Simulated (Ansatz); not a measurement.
# What NaVSe3 (model cell, started as cubic perovskite with V in the octahedra) distorts into, part 3 of 3

Wanted: the energy along a soft mode of NaVSe3 (model cell, started as cubic perovskite with V in the octahedra) and the structure at the end.

Ansatz 0.2.0; DFT PBE, scalar-relativistic, plane waves, PAW.

So far. Step 4 (The mode frozen in, largest atomic shift 0.45 Å): The run ends at a pressure of 2.72 GPa, with forces up to 1.1 eV/Å. Step 5 (Energy along the mode, all amplitudes (two of the runs …): The lowest of the steps tried is at 0.45 Å, 45.1 meV/atom below the parent; the bottom of the well need not coincide with a step. The relaxed cell has a, b, c = 4.028, 7.183, 10.586 Å (conventional setting).

The structure was built from a prototype and need not be the compound's stable phase.

### 7. Modes of the new phase, occupations fixed

A relaxed structure may still be a saddle point, so its zone-centre modes are computed. The response to a homogeneous field gives the Born charges and the dielectric tensor, and its change with displacement the Raman tensors.

Input file input.yaml:

```yaml
crystal:
  lattice:
    - [4.0281962963, 0.0, 0.0]
    - [0.0, 6.2823813496, 1.2029286147]
    - [0.0, 1.2029286147, 6.2823813496]
  atoms:
    - { symbol: Na, position: [0.0, -0.1094428049, -0.1094428049] }
    - { symbol: V, position: [0.5, 0.6273456986, 0.6273456986] }
    - { symbol: Se, position: [0.5, 0.4974429852, 0.0014829424] }
    - { symbol: Se, position: [0.5, 0.0014829424, 0.4974429852] }
    - { symbol: Se, position: [0.0, 0.5054063146, 0.5054063146] }
kpoints:
  mp_grid: { grid: [6, 6, 6] }
hamiltonian:
  xc: pbe
scf:
  occupations: { method: fixed }
output:
  eigenvalues: true
phonons:
  method: dfpt
  dielectric: true
  rigid_motions: translations
  raman: true
```

Command:

```bash
> ansatz run input.yaml --threads 8 --pin off --max-ram 14336MiB --backend cpu --events-out ev --progress --plain --runs-dir out
```

Numbers of over 12 decimals in the logs are rounded to 6 here.

The log of the run:

```text
[...]
Crystal: 5 atoms, lattice volume = 153.157 Å³
Basis set: ecut = 420 eV, 2985 PW (Γ), exchange–correlation on 54×90×90 points (8 copies of the dense FFT grid, shifted against one another)
Bands: 42, of which v1, the nominal top of the filled ones, is band 35 counted from 1 (34 counted from 0)
Symmetry: 4 space group operations
k-points: 112 of 216 (irreducible under 1 space group operation, time reversal used)
[...]
SCF iter   1: F=—  HF=-20809.124773 eV  |F-HF|=—  |Δ(HF+E_count)|=         —  Δρ=1.01e-2  dr2=2.77e-1  ethr=1.77e-3  ⟨swp⟩=4.3  Hψ=14358  notcnv=0  defer=512
[...]
SCF iter  14: F=-20809.100526 eV  HF=-20809.100526 eV  |F-HF|=2.18e-11  |Δ(HF+E_count)|=  3.06e-10  Δρ=1.98e-7  dr2=9.89e-11  ethr=1.00e-12  ⟨swp⟩=12.8  Hψ=26299  notcnv=0
SCF 1 converged in 14 iterations: F = -20809.100526 eV  dr2 = 9.89e-11
[...]
NSCF: frozen V_eff on 2 k-points
DFPT response loops at Γ: preconditioner auto → none (the input reference at scf.mixing.eps_inf says where Resta's filter doesn't serve); β = 0.50; Broyden in place of MSR1
── the response to a field inside a basis, on 10×8×8 k-points: an SCF that follows is theirs, and a resumed run solves both again ──
Bands: 36, of which v1, the nominal top of the filled ones, is band 35 counted from 1 (34 counted from 0)
k-points: 100
[...]
Eigensolver: Dense (100 Hₖ)
SCF iter   1: F=—  HF=-20809.066845 eV  |F-HF|=—  |Δ(HF+E_count)|=         —  Δρ=1.58e-4  dr2=1.33e-5  ethr=1.00e-1
[...]
SCF iter  10: F=-20809.066871 eV  HF=-20809.066871 eV  |F-HF|=0.00e0  |Δ(HF+E_count)|=  9.46e-11  Δρ=1.35e-7  dr2=4.44e-11  ethr=1.00e-12
SCF 1 converged in 10 iterations: F = -20809.066871 eV  dr2 = 4.44e-11
[...]
WARN: field response: ε∞ stands inside a basis, on 10×8×8 points; the force constants stand on the 6×6×6 k-mesh, whose period is 12.11 times the interband length at k = (-0.5000, 0.3333, -0.3333), direct gap 1.183 eV, under 14: take them and everything formed from them as unconverged, and compare with a denser kpoints.mp_grid
SCF converged after 14 iterations
Free energy (F): -20809.100526 eV
[...]
Internal energy: -20809.100526 eV  (E = F + TS)
E sigma→0 (E₀):  -20809.100526 eV
Fermi energy:    4.293445 eV
[...]
--- Band table (eV; the first three rows and the last of 112) ---
  k-point 0: bands = [... 31 lower, 2.5174, 3.1825, 3.2990, 4.2934, 5.1381, 5.7332, 6.5936, 7.0009, ... 3 higher]
  k-point 1: bands = [... 31 lower, 2.4767, 3.1369, 3.3751, 4.0576, 5.2195, 5.7063, 6.6742, 7.0070, ... 3 higher]
  k-point 2: bands = [... 31 lower, 2.3671, 3.0925, 3.4832, 3.6433, 5.3139, 5.6469, 6.4357, 7.0174, ... 3 higher]
  k-point 111: bands = [... 31 lower, 2.4235, 3.1563, 3.7660, 3.9062, 4.6763, 5.3077, 5.4724, 6.4874, ... 3 higher]
--- Phonons (Γ-DFPT): 9 representative perturbations + reference, on 112 of 216 k-points (Σ response iterations 31) ---
  k mesh reduced under 1 symmetry operation, with k and −k counted as one. Each operation leaves every solved perturbation unchanged. A smaller set is not considered because the run solves the response to a homogeneous field
  ASR residual: 1.690e-4 → 0.000e0 eV/Å²; symmetrization residual: 1.312e-5 eV/Å²
  ASR residual per site (eV/Å²): 1.69e-4 9.16e-5 7.92e-5 7.92e-5 5.53e-5
[...]
ε∞ (high-frequency dielectric tensor):
        9.084324     0.000000     0.000000
        0.000000     7.545022    -1.329298
        0.000000    -1.329298     7.545022
  softest optical mode at Γ: -41.78 cm⁻¹; the repairs (sum rule, projections) moved no ω² at Γ by more than (2.09 cm⁻¹)²
  Born effective charges Z* (e; rows j = field, columns β = displacement):
    site 0:
         1.25336    0.00000   -0.00000
        -0.00000    1.04065    0.26021
         0.00000    0.26021    1.04065
    site 1:
         4.55168   -0.00000    0.00000
         0.00000    2.46956   -0.95069
         0.00000   -0.95069    2.46956
    site 2:
        -0.44993   -0.00000   -0.00000
        -0.00000   -0.41975    0.78784
        -0.00000    0.18102   -2.34501
    site 3:
        -0.44993    0.00000   -0.00000
        -0.00000   -2.34501    0.18102
         0.00000    0.78784   -0.41975
    site 4:
        -4.90518    0.00000   -0.00000
         0.00000   -0.74545   -0.27838
         0.00000   -0.27838   -0.74545
  Z* charge neutrality: 4.133e-3 e pre-enforcement
  solved inside a basis spanned on kpoints, on 10×8×8 k-points transformed towards the longest dipole: ε∞ is read to err by 3.7e-2, Z* by 3.8e-2 e (field_mesh: kpoints solves on kpoints); Z* is corrected for what the basis lacks
  Raman tensors (in the event stream and the table raman_tensors.tsv): an entry may err by 1.1e1 Å², one of the second-order susceptibility by 2.4e1 pm/V (basis, points and sum rule); their sum over the sites missed zero by 2.440e-3 Å² ahead of its enforcement
  optical modes at Γ without the LO–TO term, one row a degenerate level:
      ω (cm⁻¹)  modes    IR ((D/Å)²/amu)  static Raman (Å⁴/amu)  depolarisation
        -41.78      1             0.1738                 6.3039           0.750
         69.67      1             0.0000               166.6963           0.750
         75.91      1             0.2179                49.3719           0.750
         98.33      1             0.8488                 7.0384           0.750
        101.24      1             0.0113                61.5045           0.750
        103.71      1             1.6591               186.3629           0.750
        115.34      1             1.3513                 0.8169           0.750
        128.83      1             0.3526               286.2993           0.588
        194.74      1             0.0067              4035.2205           0.207
        286.77      1            15.9067               582.6321           0.750
        374.41      1             1.7559             26259.4879           0.075
        386.88      1             8.5427              3342.5029           0.750
  optical modes at Γ + LO–TO along q̂ = [1.0000, 0.0000, 0.0000]:
      ω (cm⁻¹)  modes    IR ((D/Å)²/amu)  static Raman (Å⁴/amu)  depolarisation
        -41.78      1             0.1738                 6.3039           0.750
         69.67      1             0.0000               166.6963           0.750
         75.91      1             0.2179                49.3719           0.750
        101.24      1             0.0113                61.5045           0.750
        101.54      1             0.1915                23.8472           0.750
        103.71      1             1.6591               186.3629           0.750
        123.06      1             0.9875               315.8561           0.750
        128.83      1             0.3526               286.2993           0.588
        194.74      1             0.0067              4035.2205           0.207
        327.89      1            16.9278              1571.3471           0.750
        374.41      1             1.7559             26259.4879           0.075
        386.88      1             8.5427              3342.5029           0.750
  optical modes at Γ + LO–TO along q̂ = [0.0000, 1.0000, 0.0000]:
      ω (cm⁻¹)  modes    IR ((D/Å)²/amu)  static Raman (Å⁴/amu)  depolarisation
        -40.19      1             0.1543                28.5540           0.410
         69.67      1             0.0000               166.6963           0.750
         76.85      1             0.2195                89.8863           0.630
         98.33      1             0.8488                 7.0384           0.750
        101.25      1             0.0177                64.6165           0.749
        110.24      1             1.3638               272.3295           0.390
        115.34      1             1.3513                 0.8169           0.750
        130.39      1             0.5746               449.3733           0.367
        194.76      1             0.0075              4100.2614           0.201
        286.77      1            15.9067               582.6321           0.750
        375.55      1             2.0879             23659.1291           0.083
        398.08      1             8.2946              2105.8991           0.728
  optical modes at Γ + LO–TO along q̂ = [0.0000, 0.0000, 1.0000]:
      ω (cm⁻¹)  modes    IR ((D/Å)²/amu)  static Raman (Å⁴/amu)  depolarisation
        -40.19      1             0.1543                28.5540           0.410
         69.67      1             0.0000               166.6963           0.750
         76.85      1             0.2195                89.8863           0.630
         98.33      1             0.8488                 7.0384           0.750
        101.25      1             0.0177                64.6165           0.749
        110.24      1             1.3638               272.3295           0.390
        115.34      1             1.3513                 0.8169           0.750
        130.39      1             0.5746               449.3733           0.367
        194.76      1             0.0075              4100.2614           0.201
        286.77      1            15.9067               582.6321           0.750
        375.55      1             2.0879             23659.1291           0.083
        398.08      1             8.2946              2105.8991           0.728
```

Wall time 20 min (8 threads of Arm Neoverse N1, shared host); peak memory 3.4 GiB.

This step gave:

| Property | Result |
| --- | --- |
| gap on the k-mesh | 0.3157 eV |
| sum-rule residual before enforcement | 1.69e-4 eV/Å² |
| miss of the charge sum rule | 0.004133 e |
| estimated error of the dielectric tensor | 0.03707 |
| estimated error of the Born charges | 0.03757 e |
| point group | mm2 |
| highest optical mode at the zone centre (no LO-TO term) | 386.9 cm⁻¹ |
| lowest optical zone-centre mode | -41.78 cm⁻¹ |
| mean high-frequency dielectric constant | 8.058 |
| largest Born charge (third of the trace) | 3.164 e |
| top of the zone-centre spectrum with the field | 398.1 cm⁻¹ |

Patterns of degenerate modes are one choice out of their space. The modes at Γ (shares of kinetic energy by element, %) (negative means imaginary):

```
mode  frequency (cm⁻¹)  symmetry  Na %  V %  Se %
   1             -41.8        B2    17    1    82
   2               0.0  acoustic     7   16    76
   3               0.0  acoustic     7   16    76
   4               0.0  acoustic     7   16    76
   5              69.7        A2     0    0   100
   6              75.9        B2    74    4    23
   7              98.3        B1    17   14    70
   8             101.2        B2     2   11    87
   9             103.7        A1    71    2    26
  10             115.3        B1    76    1    23
  11             128.8        A1    21    2    77
  12             194.7        A1     0   11    88
  13             286.8        B1     0   69    31
  14             374.4        A1     0   68    32
  15             386.9        B2     0   68    32
```

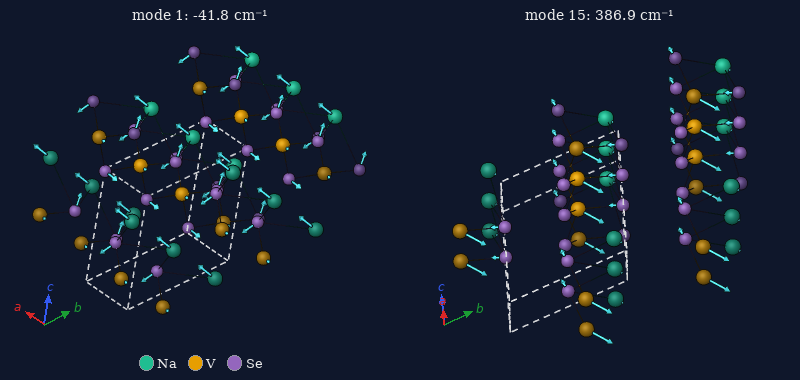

Displacement patterns of modes 1 and 15 at Γ; arrows are exaggerated. 2×2×1 cells are drawn. Some periodic images of atoms are drawn too.

Optical modes at the zone centre, without and with the macroscopic field of the longitudinal modes; each column is sorted by frequency, so a row need not hold one and the same mode. Modes with and without the field, by row:

```
rank among optical modes  no field (cm⁻¹)  q along (1, 0, 0) (cm⁻¹)  q along (0, 1, 0) (cm⁻¹)
                       1            -41.8                     -41.8                     -40.2
                       2             69.7                      69.7                      69.7
                       3             75.9                      75.9                      76.8
                       4             98.3                     101.2                      98.3
                       5            101.2                     101.5                     101.2
                       6            103.7                     103.7                     110.2
                       7            115.3                     123.1                     115.3
                       8            128.8                     128.8                     130.4
                       9            194.7                     194.7                     194.8
                      10            286.8                     327.9                     286.8
                      11            374.4                     374.4                     375.6
                      12            386.9                     386.9                     398.1
```

Born charge (rows field, columns displacement) (e), principal values of the symmetric part by kind of site:

```
atom  atoms with these values    low  middle   high   mean
 Na1                        1   0.78    1.25   1.30   1.11
  V2                        1   1.52    3.42   4.55   3.16
 Se3                        2  -2.46   -0.45  -0.30  -1.07
 Se5                        1  -4.91   -1.02  -0.47  -2.13
```

In full for Se3:

```
-0.45  0.00  0.00
 0.00 -0.42  0.79
 0.00  0.18 -2.35
```

High-frequency dielectric tensor:

```
 9.08  0.00  0.00
 0.00  7.54 -1.33
 0.00 -1.33  7.54
```

Transverse modes; imaginary modes are left out. Lines of the infrared spectrum (strongest = 100):

```
position (cm⁻¹)  label  relative intensity
             70     A2                 0.0
             76     B2                 1.4
             98     B1                 5.3
            101     B2                 0.1
            104     A1                  10
            115     B1                 8.5
            129     A1                 2.2
            195     A1                 0.0
            287     B1                 100
            374     A1                  11
            387     B2                  54
```

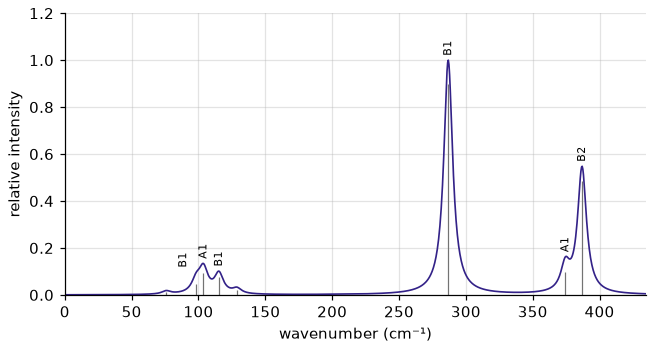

The infrared spectrum, broadened with Lorentzians of width 8 cm⁻¹; bars mark the lines.

Activity x (w_L - w)^4 (n + 1)/w, 532 nm, 300 K; imaginary modes are left out; the tensors are static ones, while 532 nm light lies above the computed direct gap, where resonance would change the heights; modes without the macroscopic field alone. Lines of the Raman spectrum (strongest = 100):

```
position (cm⁻¹)  label  relative intensity
             70     A2                  11
             76     B2                 2.7
             98     B1                 0.2
            101     B2                 2.0
            104     A1                 5.8
            115     B1                 0.0
            129     A1                 6.0
            195     A1                  42
            287     B1                 3.3
            374     A1                 100
            387     B2                  12
```

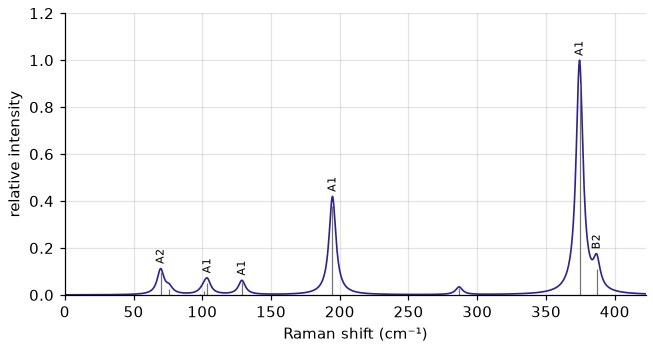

The Raman spectrum, broadened with Lorentzians of width 6 cm⁻¹; bars mark the lines.

Before it was imposed, the acoustic sum rule was missed by 1.7e-4 eV/Å² and the charge sum rule by 0.0041 e. Small misses are needed for a sound result but don't prove that mesh and cutoff are converged. The lowest optical mode is imaginary, 41.8i cm⁻¹, so the energy falls along it.

The log warns of the k mesh: “the force constants stand on the 6×6×6 k-mesh, whose period is 12.11 times the interband length at k = (-0.5000, 0.3333, -0.3333), direct gap 1.183 eV, under 14: take them and everything formed from them as unconverged”.

### 8. Summary of results

| Property | Result |
| --- | --- |
| unstable mode of the parent | q = (0, 0, 0), 144i cm⁻¹ |
| depth at the lowest point sampled | 45.1 meV/atom |
| largest atomic shift at that point | 0.45 Å |
| space group reached (within 0.01 Å) | Amm2 |
| energy gained over the parent (first relaxation, on the mesh of the frozen mode) | 149 meV/atom |
| volume per atom, phase reached | 30.6 Å³ |
| gap on the k-mesh, phase reached | 0.314 eV |
| lowest optical zone-centre mode, phase reached | -41.8 cm⁻¹ |
| highest optical mode at the zone centre (no LO-TO term), phase reached | 387 cm⁻¹ |

What this shows: Along this mode the structure falls into Amm2, 149 meV/atom below the parent. At the parent's cell the well is 45.05 meV/atom deep on the steps tried, with its lowest point at a shift of 0.45 Å. Relaxing atoms and cell changes the gain by +104.29 meV/atom against the lowest step (energies at zero smearing). Most of the total comes from this relaxation. The new phase still has an imaginary mode at the zone centre of its cell, so it is a saddle point on the way to a lower structure. Of the 8 patterns followed to their end from this parent, this one reaches the lowest energy. Each path keeps the symmetry of its pattern, so a lower phase may lie along a pattern not tried. With the field response the log warns that the k mesh is coarse for the force constants too, so the frequencies may not be converged. With no gap, or one that is small against the smearing, the frequencies hang on the k mesh and the smearing, most of all near Kohn anomalies. The phonon runs are without spin polarisation, although V often carries a moment. The volume moved by more than a tenth on the k mesh of the start, so the energy gain is rough. A phonon run warned that its eigensolver left some bands unconverged in a pass. The starting cell was built on a prototype and not taken from a measurement, so the phase need not exist.

[Logs are printed without paths, hosts, clocks, repeated set-up lines and the standing remarks that a program may print on its own settings, such as how far it seeks lower states.]

[Hosts, paths, dates, database ids (printed as entryN), source tags and the programs' standing remarks are cut or masked in the printed files.]
